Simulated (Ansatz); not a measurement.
# Calculations on BSiNH₈O

Part 1: Relaxation

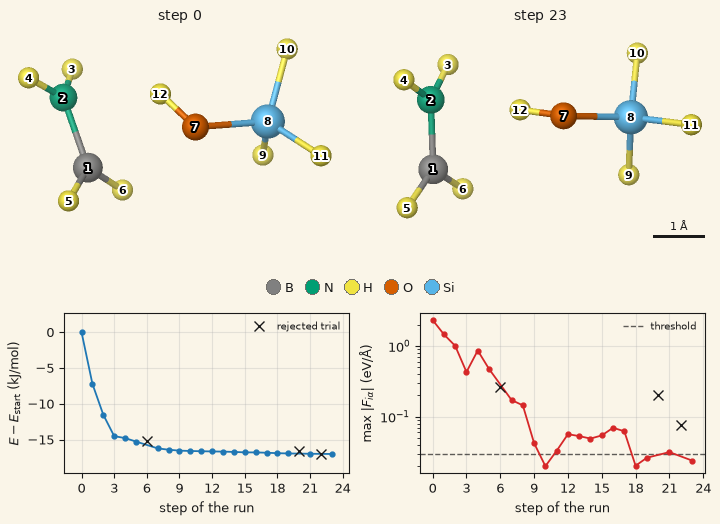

First and last geometry of a relaxation of BSiNH8O, with the history of the run. The picture is a ball-and-stick view, seen face on.

The run prepares an end point of a later path (reaction) calculation, from a guessed geometry.

The calculation used RKS PBE0-D4/def2-SVP in Ansatz. (no spin polarisation; force threshold 0.03 eV/Å; at most 50 steps)

**What do the curves and the structures tell?**

It converged. After 20 accepted moves (23 points after the start) the energy has fallen by 17.0 kJ/mol. The largest force component goes from 2.3 to 0.024 eV/Å. The line search rejected the trial steps at points 6, 20, 22 of the run. The forces were under the threshold at step 10, but the run went on from there. H11 moves most after the best rigid fit: 0.66 Å. By element the largest moves are H 0.66 Å, B 0.39 Å, O 0.34 Å, N 0.20 Å, Si 0.12 Å. Near-neighbour distances that change, for instance: B1–N2 1.472 → 1.398 Å, O7–H12 0.983 → 0.969 Å, O7–Si8 1.670 → 1.661 Å, Si8–H10 1.497 → 1.502 Å. The run took 59 s on 2 threads of Arm Neoverse V1, with other jobs on the host, peak memory 0.2 GiB.

```json
{"step": "0", "E − E(0), kJ/mol": "0.00", "largest force component, eV/Å": "2.3378", "note": ""}
{"step": "1", "E − E(0), kJ/mol": "-7.21", "largest force component, eV/Å": "1.4656", "note": ""}
{"step": "2", "E − E(0), kJ/mol": "-11.52", "largest force component, eV/Å": "1.0078", "note": ""}
{"step": "3", "E − E(0), kJ/mol": "-14.50", "largest force component, eV/Å": "0.4301", "note": ""}
{"step": "4", "E − E(0), kJ/mol": "-14.78", "largest force component, eV/Å": "0.8662", "note": ""}
{"step": "5", "E − E(0), kJ/mol": "-15.26", "largest force component, eV/Å": "0.4755", "note": ""}
{"step": "6", "E − E(0), kJ/mol": "-15.21", "largest force component, eV/Å": "0.2603", "note": "rejected"}
{"step": "7", "E − E(0), kJ/mol": "-16.21", "largest force component, eV/Å": "0.1726", "note": ""}
{"step": "8", "E − E(0), kJ/mol": "-16.40", "largest force component, eV/Å": "0.1448", "note": ""}
{"step": "9", "E − E(0), kJ/mol": "-16.53", "largest force component, eV/Å": "0.0423", "note": ""}
{"step": "10", "E − E(0), kJ/mol": "-16.58", "largest force component, eV/Å": "0.0200", "note": ""}
{"step": "11", "E − E(0), kJ/mol": "-16.61", "largest force component, eV/Å": "0.0330", "note": ""}
{"step": "12", "E − E(0), kJ/mol": "-16.64", "largest force component, eV/Å": "0.0567", "note": ""}
{"step": "13", "E − E(0), kJ/mol": "-16.66", "largest force component, eV/Å": "0.0532", "note": ""}
{"step": "14", "E − E(0), kJ/mol": "-16.71", "largest force component, eV/Å": "0.0491", "note": ""}
{"step": "15", "E − E(0), kJ/mol": "-16.77", "largest force component, eV/Å": "0.0544", "note": ""}
{"step": "16", "E − E(0), kJ/mol": "-16.78", "largest force component, eV/Å": "0.0698", "note": ""}
{"step": "17", "E − E(0), kJ/mol": "-16.82", "largest force component, eV/Å": "0.0623", "note": ""}
{"step": "18", "E − E(0), kJ/mol": "-16.88", "largest force component, eV/Å": "0.0203", "note": ""}
{"step": "19", "E − E(0), kJ/mol": "-16.92", "largest force component, eV/Å": "0.0263", "note": ""}
{"step": "20", "E − E(0), kJ/mol": "-16.58", "largest force component, eV/Å": "0.2016", "note": "rejected"}
{"step": "21", "E − E(0), kJ/mol": "-16.96", "largest force component, eV/Å": "0.0316", "note": ""}
{"step": "22", "E − E(0), kJ/mol": "-16.96", "largest force component, eV/Å": "0.0769", "note": "rejected"}
{"step": "23", "E − E(0), kJ/mol": "-17.00", "largest force component, eV/Å": "0.0240", "note": ""}
```

Limits of the set-up: the start holds two separate molecules, 2.3 Å apart at their closest, whose relative position is a soft coordinate.

Part 2: Relaxation

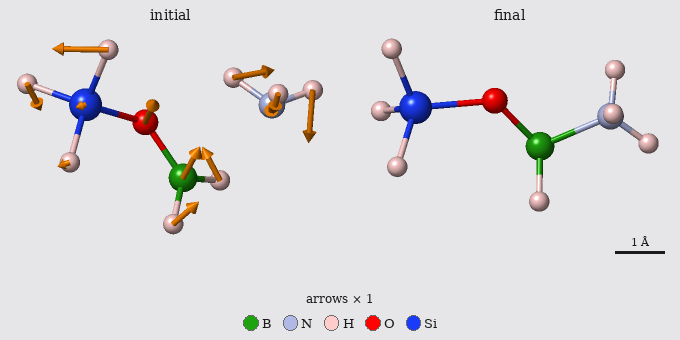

The structure of BSiNH$_{8}$O before (left) and after (right) a relaxation, at one scale. The orange arrows give the displacements, at their true length.

Style: ball-and-stick. Shown from a free direction.

The run prepares an end point of a later path (reaction) calculation, from a guessed geometry.

The calculation used RKS PBE0-D4/def2-SVP in Ansatz 0.2.0. Set-up: no spin polarisation; force threshold 0.03 eV/Å; at most 50 steps.

**What changed between the two?**

An H atom moves most after the best rigid fit: 1.17 Å. Largest moves by element: H 1.17 Å, O 1.08 Å, B 0.90 Å, N 0.48 Å, Si 0.22 Å. Among the contacts that change: B–N 2.741 → 1.640 Å, B–O 1.386 → 1.444 Å, O–Si 1.676 → 1.645 Å, B–H 1.209 → 1.233 Å. New bonds form, among them: B–N (2.74 → 1.64 Å). Bond angles that change, for instance: H–B–H 122.4° → 112.9°, H–B–O 119.8° → 115.5°, O–Si–H 108.7° → 112.4°. Groups turn about O–Si by about 65°. Over 21 accepted moves (23 points after the start) the energy falls by 19.9 kcal/mol. Largest force component: 0.77 eV/Å at the start, 0.0093 eV/Å at the end. The line search rejected the trial steps at points 8, 15 of the run. Cost: 61 s on 2 threads of Arm Neoverse V1 (shared host), peak memory 0.2 GiB.

Limits of the set-up: the start holds two separate molecules, 2.2 Å apart at their closest, whose relative position is a soft coordinate.

Part 3: Path

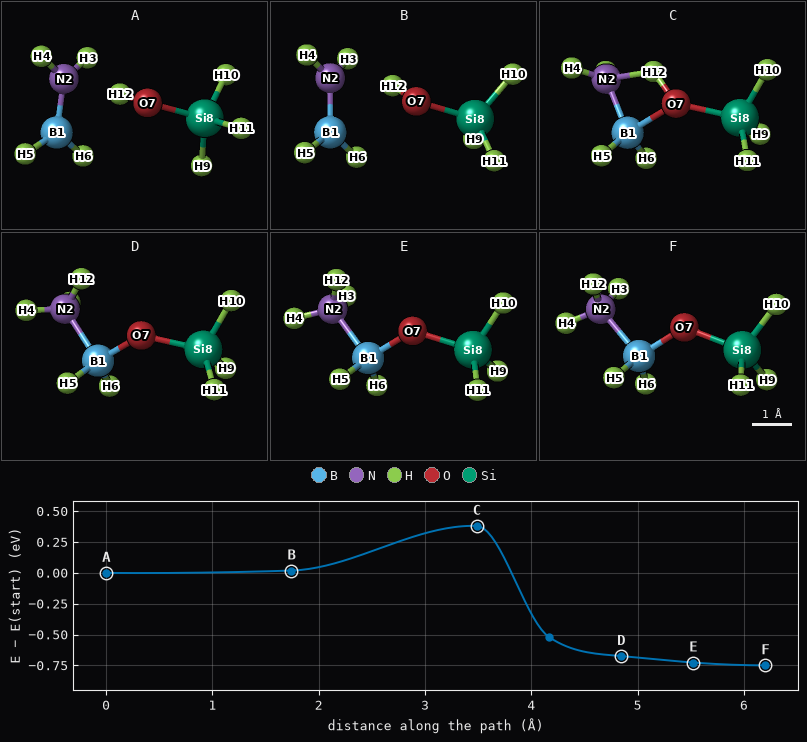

A nudged-elastic-band calculation for BSiNH8O. Images are numbered from 0 (start) to 6 (end). Frames A to F are images 0, 1, 2, 4, 5, 6. The picture is a ball-and-stick view, seen at a tilt.

Computed with RKS PBE0-D4/def2-SVP (Ansatz). Run with 5 movable images; climbing image; force threshold 0.05 eV/Å; iteration limit 60; starting path through a guess of the saddle point.

> Describe the mechanism and the energy profile.

The energy climbs by 0.38 eV to image 2 and then falls by 1.13 eV, so the end point sits at −0.75 eV. Breaking: O7–H12 (0.97 → 1.11 at the top → 2.60 Å). Forming: B1–O7 (3.29 → 1.65 at the top → 1.44 Å), N2–H12 (2.07 → 1.44 at the top → 1.02 Å). The band converged in 39 iterations. The largest component of the band force went from 18 to 0.042 eV/Å. The climbing image converged on the top of the path. Its vibrational analysis gives one imaginary mode (861i cm⁻¹), as a transition state must have.
